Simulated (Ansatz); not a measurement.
# TiC (Fm-3m) under uniaxial strain along [001], part 2 of 2

Wanted: the shifts of the zone-centre modes of TiC (Fm-3m) with strain.

Ansatz 0.2.0; DFT LDA, scalar-relativistic, plane waves, PAW; PAW set soft_1.

So far, highest optical mode at the zone centre (no LO-TO term) (cm⁻¹): step 5 (zone-centre response at rest) 555.

The database entry behind the starting cell differs from later determinations by our own check (0.1 to 0.3 % short, probably kX units), so it need not match the best structure at ambient conditions.

## (6) A member of the series: uniaxial strain of +4 % along [001]

The cell takes a uniaxial strain of +4 % along [001]. The strained length and the angles are held, while the rest of the cell and the atoms relax.

input.yaml reads:

```yaml
crystal:
  lattice:
    - [0.0, 2.1193930711, 2.2156299139]
    - [2.1193930711, 0.0, 2.2156299139]
    - [2.1193930711, 2.1193930711, 0.0]
  atoms:
    - { symbol: C, position: [0.5, 0.5, 0.5] }
    - { symbol: Ti, position: [0.0, 0.0, 0.0] }
  conventional_axes: [[-1, 1, 1], [1, -1, 1], [1, 1, -1]]
kpoints:
  mp_grid: { grid: [16, 16, 16] }
hamiltonian:
  xc: lda
  pseudopotentials: { kind: paw, azcp: { folder: soft_1 }, xc_functional: pbe }
scf:
  occupations: { method: methfessel_paxton, width: 0.2 }
output:
  forces: true
  stress: true
  eigenvalues: true
relax:
  adjacent_minimum: "off"
  f_tol: 0.001
  max_steps: 60
  cell: { stress_tol: 0.01, fix: [c, angles] }
```

The run is started by

```sh
$ ansatz run input.yaml --threads 4 --pin off --max-ram 10240MiB --backend cpu --events-out ev --progress --plain --runs-dir out
```

Numbers of over 12 decimals in the logs are rounded to 6 here.

What it wrote:

```text
[...]
Crystal: 2 atoms, lattice volume = 19.904 Å³
Basis set: ecut = 420 eV, 371 PW (Γ)
Bands: 12, of which v1, the nominal top of the filled ones, is band 8 counted from 1 (7 counted from 0)
Symmetry: 16 space group operations
[...]
k-points: 349 of 4096
[...]
k-point 348: bands = [... 4 lower, 4.6227, 11.0043, 13.0309, 14.9624, 14.9624, 17.5372, 18.2949, 18.2949]
--- Relaxed structure (3 steps of the walk, 3 accepted, 1 SCFs on fresh bases) ---
[...]
cell:  # Å, volume = 19.8412 Å³
    - [0.0, 2.116020, 2.2156299139]
    - [2.116020, 0.0, 2.2156299139]
    - [2.116020, 2.116020, 0.0]
  atoms:
    - { symbol: C, position: [0.5, 0.5, 0.500000] }
    - { symbol: Ti, position: [0, 0, 0] }
[key lines of the parts left out:]
SCF converged after 5 iterations
Free energy (F): -2695.141420 eV
Fermi energy:    14.706712 eV
P = ⅓ Tr σ = -5.8455 GPa (-58.455 kbar)
```

Wall time 13 s (4 threads of AMD EPYC (Zen 3), shared host); peak memory 0.43 GiB; 38 s of CPU time.

The steps of the relaxation:

```
step  energy less that of the first step (eV)  largest force component (eV/Å)  pressure (GPa)  volume (Å³)
   1                                   0.0000                          0.0000           -6.73        19.90
   2                                  -0.0003                          0.0000           -6.08        19.86
   3                                  -0.0003                          0.0000           -5.84        19.84
  4*                                  -0.0002                          0.0000           -5.85        19.84
```

Relaxation steps marked * repeat the geometry before them on a plane-wave basis chosen anew for their cell, so energy and pressure can jump there.

Forces are held to the 16 operations that the run works with; a distortion that breaks them can't arise in this run.

```
conventional cell, symmetrised  before  after  change
                         a (Å)   2.997  2.993  -0.2 %
                         b (Å)   2.997  2.993  -0.2 %
                         c (Å)   4.431  4.431  +0.0 %
              volume (Å³/atom)    9.95   9.92  -0.3 %
```

The relaxed structure:

```xyz
2
Lattice="0.0000 2.1160 2.2156 2.1160 0.0000 2.2156 2.1160 2.1160 0.0000" Properties=species:S:1:pos:R:3 pbc="T T T"
C     2.1160    2.1160    2.2156
Ti    0.0000    0.0000    0.0000
```

Numbers from this step:

* pressure: -5.845 GPa
* volume per atom: 9.921 Å³

The forces vanish by symmetry.

## (7) Modes of this member: uniaxial strain of +4 % along [001]

The zone-centre modes follow for uniaxial strain of +4 % along [001].

input.yaml, the sections that differ from step 6:

```yaml
crystal:
  lattice:
    - [0.0, 2.116020497, 2.2156299139]
    - [2.116020497, 0.0, 2.2156299139]
    - [2.116020497, 2.116020497, 0.0]
  atoms:
    - { symbol: C, position: [0.5, 0.5, 0.5] }
    - { symbol: Ti, position: [0.0, 0.0, 0.0] }
output:
  eigenvalues: true
phonons:
  method: dfpt
# kpoints, hamiltonian, scf: as in step 6
# relax: removed
```

What it wrote:

```text
zone centre: on kpoints.mp_grid the ground state, and the responses unless they are solved on pairs of k-points, stand on 621 of the mesh's 4096 k-points, reduced under 8 symmetry operations, with k and −k counted as one. Each operation leaves every solved displacement unchanged or reverses it
[...]
Crystal: 2 atoms, lattice volume = 19.841 Å³
Basis set: ecut = 420 eV, 371 PW (Γ), exchange–correlation on 48×48×48 points (8 copies of the dense FFT grid, shifted against one another)
Bands: 12, of which v1, the nominal top of the filled ones, is band 8 counted from 1 (7 counted from 0)
Symmetry: 16 space group operations
k-points: 621 of 4096 (irreducible under 8 space group operations)
[...]
SCF iter   1: F=—  HF=-2696.179726 eV  |F-HF|=—  |Δ(HF+E_count)|=         —  Δρ=1.42e-1  dr2=5.14e0  ethr=3.10e-3  ⟨swp⟩=4.3  Hψ=35728  notcnv=0
[...]
SCF iter   9: F=-2695.141420 eV  HF=-2695.141420 eV  |F-HF|=1.36e-12  |Δ(HF+E_count)|=  2.46e-11  S|Δr|=    0.00e0  Δρ=2.80e-8  dr2=1.58e-13  ethr=1.00e-12  ⟨swp⟩=5.0  Hψ=26655  notcnv=0
SCF 1 converged in 9 iterations: F = -2695.141420 eV  dr2 = 1.58e-13
[...]
SCF converged after 9 iterations
[...]
Free energy (F): -2695.141420 eV
[...]
Internal energy: -2695.141593 eV  (E = F + TS)
E sigma→0 (E₀):  -2695.141463 eV
Entropy (-TS):   0.000173 eV (0.087 meV/atom)
Fermi energy:    14.706712 eV
[...]
--- Band table (eV; the first three rows and the last of 621) ---
  k-point 0: bands = [... 4 lower, 2.3903, 15.1370, 15.4918, 15.4918, 16.2681, 16.3222, 16.5054, 16.5054]
  k-point 1: bands = [... 4 lower, 2.4825, 14.8734, 15.0775, 15.3188, 15.6944, 15.8219, 16.6892, 17.3281]
  k-point 2: bands = [... 4 lower, 2.7531, 14.0422, 14.2999, 14.5214, 15.7665, 15.8791, 17.0270, 18.3901]
  k-point 620: bands = [... 4 lower, 4.6227, 11.0043, 13.0309, 14.9624, 14.9624, 17.5372, 18.2949, 18.2949]
[...]
ASR residual: 1.510e-5 → 0.000e0 eV/Å²; symmetrization residual: 1.083e-6 eV/Å²
  ASR residual per site (eV/Å²): 1.51e-5 7.52e-6
  Γ frequencies (cm⁻¹): 0.00 0.00 0.00 460.27 565.17 565.17
[...]
```

Elapsed: 34 s, on 4 threads; peak memory 0.79 GiB; 1.9 min of CPU time.

This step gave:

```
sum-rule residual before enforcement                    : 1.51e-5 eV/Å²
point group                                             : 4/mmm
highest optical mode at the zone centre (no LO-TO term) : 565.2 cm⁻¹
lowest optical zone-centre mode                         : 460.3 cm⁻¹
```

Patterns of degenerate modes are one choice out of their space. The modes at Γ (shares of kinetic energy by element, %):

```
mode  frequency (cm⁻¹)  symmetry  C %  Ti %
   1               0.0  acoustic   20    80
   2               0.0  acoustic   20    80
   3               0.0  acoustic   20    80
   4             460.3       A2u   80    20
   5             565.2        Eu   80    20
   6             565.2        Eu   80    20
```

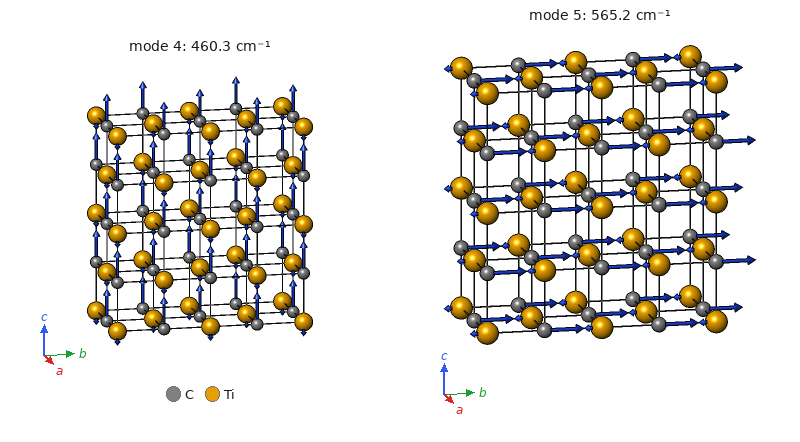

Displacement patterns of modes 4 and 5 at Γ; arrows are exaggerated. 1×2×2 conventional cells are drawn. Some periodic images of atoms are drawn too.

The lowest optical mode is real, 460 cm⁻¹, and the highest lies at 565.2 cm⁻¹.

## (8) Relaxation of a member: uniaxial strain of -4 % along [001]

The cell takes a uniaxial strain of -4 % along [001]. The strained length and the angles are held, while the rest of the cell and the atoms relax.

input.yaml, the sections that differ from step 7:

```yaml
crystal:
  lattice:
    - [0.0, 2.1424667734, 2.0451968435]
    - [2.1424667734, 0.0, 2.0451968435]
    - [2.1424667734, 2.1424667734, 0.0]
  atoms:
    - { symbol: C, position: [0.5, 0.5, 0.5] }
    - { symbol: Ti, position: [0.0, 0.0, 0.0] }
  conventional_axes: [[-1, 1, 1], [1, -1, 1], [1, 1, -1]]
output:
  forces: true
  stress: true
  eigenvalues: true
relax:
  adjacent_minimum: "off"
  f_tol: 0.001
  max_steps: 60
  cell: { stress_tol: 0.01, fix: [c, angles] }
# kpoints, hamiltonian, scf: as in step 7
# phonons: removed
```

What it wrote:

```text
[...]
Crystal: 2 atoms, lattice volume = 18.776 Å³
Basis set: ecut = 420 eV, 363 PW (Γ)
Bands: 12, of which v1, the nominal top of the filled ones, is band 8 counted from 1 (7 counted from 0)
Symmetry: 16 space group operations
[...]
k-points: 349 of 4096
[...]
k-point 348: bands = [... 4 lower, 5.4271, 12.6274, 13.6631, 15.4349, 15.4349, 18.6791, 19.5088, 19.5088]
--- Relaxed structure (4 steps of the walk, 4 accepted, 2 SCFs on fresh bases) ---
[...]
cell:  # Å, volume = 18.8488 Å³
    - [0.0, 2.146639, 2.0451968435]
    - [2.146639, 0.0, 2.0451968435]
    - [2.146639, 2.146639, 0.0]
  atoms:
    - { symbol: C, position: [0.5, 0.5, 0.500000] }
    - { symbol: Ti, position: [0, 0, 0] }
[key lines of the parts left out:]
SCF converged after 3 iterations
Free energy (F): -2695.125674 eV
Fermi energy:    15.634448 eV
P = ⅓ Tr σ = 8.9125 GPa (89.125 kbar)
```

Wall time 15 s (4 threads); peak memory 0.43 GiB; 51 s of CPU time.

Relaxation path:

```
step  energy less that of the first step (eV)  largest force component (eV/Å)  pressure (GPa)  volume (Å³)
   1                                   0.0000                          0.0000           10.04        18.78
   2                                  -0.0002                          0.0000            9.23        18.83
   3                                  -0.0002                          0.0000            8.92        18.85
  4*                                  -0.0003                          0.0000            8.92        18.85
   5                                  -0.0003                          0.0000            8.91        18.85
  6*                                  -0.0003                          0.0000            8.91        18.85
```

Relaxation steps marked * repeat the geometry before them on a plane-wave basis chosen anew for their cell, so energy and pressure can jump there.

The run keeps the 16 symmetry operations that it works with, so distortions that break them were not tested.

```
conventional cell, symmetrised  before  after  change
                         a (Å)   3.030  3.036  +0.2 %
                         b (Å)   3.030  3.036  +0.2 %
                         c (Å)   4.090  4.090  -0.0 %
              volume (Å³/atom)    9.39   9.42  +0.4 %
```

Final coordinates:

```xyz
2
Lattice="0.0000 2.1466 2.0452 2.1466 0.0000 2.0452 2.1466 2.1466 0.0000" Properties=species:S:1:pos:R:3 pbc="T T T"
C     2.1466    2.1466    2.0452
Ti    0.0000    0.0000    0.0000
```

Numbers from this step:

- pressure: 8.912 GPa
- volume per atom: 9.424 Å³

The forces vanish by symmetry.

The cell grew by 0.4 % in volume.

## (9) Zone-centre modes of the member: uniaxial strain of -4 % along [001]

The zone-centre modes follow for uniaxial strain of -4 % along [001].

input.yaml, the sections that differ from step 8:

```yaml
crystal:
  lattice:
    - [0.0, 2.1466386767, 2.0451968435]
    - [2.1466386767, 0.0, 2.0451968435]
    - [2.1466386767, 2.1466386767, 0.0]
  atoms:
    - { symbol: C, position: [0.5, 0.5, 0.5] }
    - { symbol: Ti, position: [0.0, 0.0, 0.0] }
output:
  eigenvalues: true
phonons:
  method: dfpt
# kpoints, hamiltonian, scf: as in step 8
# relax: removed
```

What it wrote:

```text
[...]
Crystal: 2 atoms, lattice volume = 18.849 Å³
Basis set: ecut = 420 eV, 363 PW (Γ), exchange–correlation on 48×48×48 points (8 copies of the dense FFT grid, shifted against one another)
Bands: 12, of which v1, the nominal top of the filled ones, is band 8 counted from 1 (7 counted from 0)
Symmetry: 16 space group operations
k-points: 621 of 4096 (irreducible under 8 space group operations)
[...]
k-point 1: bands = [... 4 lower, 3.1736, 15.7950, 15.9491, 16.2548, 16.6357, 16.7984, 17.6940, 18.3898]
  k-point 2: bands = [... 4 lower, 3.4620, 14.9040, 15.1673, 15.4107, 16.7171, 16.8543, 18.0656, 19.5195]
  k-point 620: bands = [... 4 lower, 5.4271, 12.6274, 13.6631, 15.4349, 15.4349, 18.6791, 19.5088, 19.5088]
[...]
ASR residual: 1.425e-5 → 0.000e0 eV/Å²; symmetrization residual: 1.903e-7 eV/Å²
  ASR residual per site (eV/Å²): 1.42e-5 4.88e-6
  Γ frequencies (cm⁻¹): 0.00 0.00 0.00 534.65 534.65 673.87
[...]
[key lines of the parts left out:]
SCF converged after 9 iterations
Free energy (F): -2695.125674 eV
Fermi energy:    15.634448 eV
```

Elapsed: 35 s, on 4 threads; peak memory 0.77 GiB; 1.7 min of CPU time.

Numbers from this step:

```yaml
sum_rule_residual_before_enforcement: 1.42e-5 eV/Å²
highest_optical_mode_at_the_zone_centre_no_lo_to_term: 673.9 cm⁻¹
lowest_optical_zone_centre_mode: 534.6 cm⁻¹
```

Patterns of degenerate modes are one choice out of their space. The modes at Γ (shares of kinetic energy by element, %):

```
mode  frequency (cm⁻¹)  symmetry  C %  Ti %
   1               0.0  acoustic   20    80
   2               0.0  acoustic   20    80
   3               0.0  acoustic   20    80
   4             534.6        Eu   80    20
   5             534.6        Eu   80    20
   6             673.9       A2u   80    20
```

The lowest optical mode is real, 535 cm⁻¹, and the highest lies at 673.9 cm⁻¹.

Between step 5 and this run (strain -4 %) the value for the highest optical mode at the zone centre (no LO-TO term) moves from 555 cm⁻¹ to 674 cm⁻¹ (+21 %).

## (10) All members side by side

The members are set side by side, also those not shown above.

Stress is positive in compression; energies are extrapolated to zero smearing, and E0 is that at rest; the edges not held and the atoms are relaxed in each cell; all runs use 16×16×16 k points and Methfessel-Paxton smearing of 0.2 eV. State of the crystal along the series:

```
strain (%)  stress along the axis (GPa)  free strain along [100] (%)  free strain along [010] (%)  E - E0 (meV/atom)
        -4                        26.74                       0.7616                       0.7616              30.27
        -3                        18.99                       0.5658                       0.5658              16.33
        -2                        11.98                       0.3735                       0.3735              6.955
        -1                        5.662                       0.1842                       0.1842              1.665
         0                    -0.008301                            0                            0                  0
         1                       -5.105                      -0.1802                      -0.1802              1.552
         2                       -9.703                      -0.3525                      -0.3525              5.992
         3                       -13.84                      -0.5173                      -0.5173              13.03
         4                       -17.53                      -0.6756                      -0.6756              22.41
```

Optical modes are counted from below at rest and tracked from member to member by their patterns, and modes that stay within 0.3 cm⁻¹ of each other stand once; labels, where given, are those at rest; the edges not held and the atoms are relaxed in each cell; all runs use 16×16×16 k points and Methfessel-Paxton smearing of 0.2 eV. Optical modes along the series:

```
strain (%)  optical mode 1 T1u, singlet (cm⁻¹)  optical mode 2 T1u, doublet (cm⁻¹)
        -4                               673.9                               534.6
        -3                               641.5                                 542
        -2                               610.7                               547.4
        -1                               581.8                               551.5
         0                               554.9                               554.9
         1                               529.7                                 558
         2                               505.6                               560.8
         3                               482.4                               563.2
         4                               460.3                               565.2
```

Value and slope at zero strain of a cubic (a lower polynomial where under five rows exist) through the rows within 2 % of rest. Slopes at rest:

```
                       mode  frequency (cm⁻¹)  shift per percent of strain (cm⁻¹)  shift per GPa of compressive stress (cm⁻¹)
optical mode 1 T1u, singlet             554.9                              -25.98                                        4.84
optical mode 2 T1u, doublet             554.9                                 3.2                                        -0.6
```

## (11) Results

```yaml
members: 9
highest_optical_mode_at_the_zone_centre_no_lo_to_term_at_rest: 554.9 cm⁻¹
young_s_modulus_along_001: 537 GPa
optical_mode_1_t1u_singlet_shift_per_percent: -25.98 cm⁻¹
optical_mode_2_t1u_doublet_shift_per_percent: 3.20 cm⁻¹
```

In words: The stress changes by 5.37 GPa for each percent, a Young’s modulus of 537 GPa along [001]. For each percent the free edge responds with -0.18 %. The strain lowers the symmetry: the level at 554.9 cm⁻¹ splits, into 673.9 and 534.6 cm⁻¹ at -4 %. The fastest shift in the table of slopes is -26.0 cm⁻¹ for each percent (optical mode 1 T1u, singlet), or 4.8 cm⁻¹ for each GPa of compressive stress. For small strain, the measured shift of a line that Raman or infrared light can see, divided by its slope, estimates the stress, if the state of stress is of this kind. These are harmonic frequencies at zero temperature: anharmonic shifts, linewidths and thermal expansion are left out. With no gap, or one that is small against the smearing, the frequencies hang on the k mesh and the smearing, most of all near Kohn anomalies. The PAW files were made for PBE; the program adapts parts of them to the functional of the run, but their partial waves stay those of PBE, an approximation that was not tested in this session. Only the zone centre was solved, so an instability at another wavevector cannot show here.

[Logs are printed without paths, hosts, clocks, repeated set-up lines and the standing remarks that a program may print on its own settings, such as how far it seeks lower states.]

[Hosts, paths, dates, database ids (printed as entryN), source tags and the programs' standing remarks are cut or masked in the printed files.]
